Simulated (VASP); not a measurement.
Band structure of MnO (relaxed from the rock salt structure, space group Fm-3m). Method: PBE GGA, VASP's PBE PAW potentials (set 64) (plane waves; VASP 6.6.1).

The moments were started parallel, and other spin orders were not tried in this run.

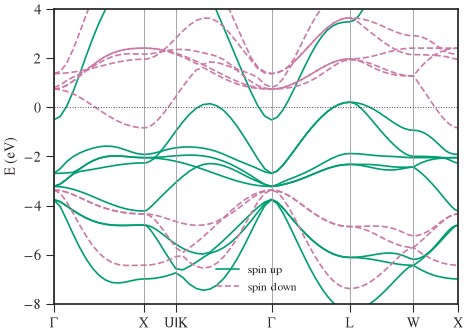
Bands along high-symmetry lines, zero at the valence-band maximum or, without a gap, the Fermi level

Problem. Read the plot: is there a gap, and where are the band edges?

Solution. It has no gap at this level: it comes out as a metal or semimetal. (Edges off the drawn lines would not show.)

The structure was generated: MnO was put into the rock salt type (Fm-3m), which need not be its known phase. It was relaxed first.
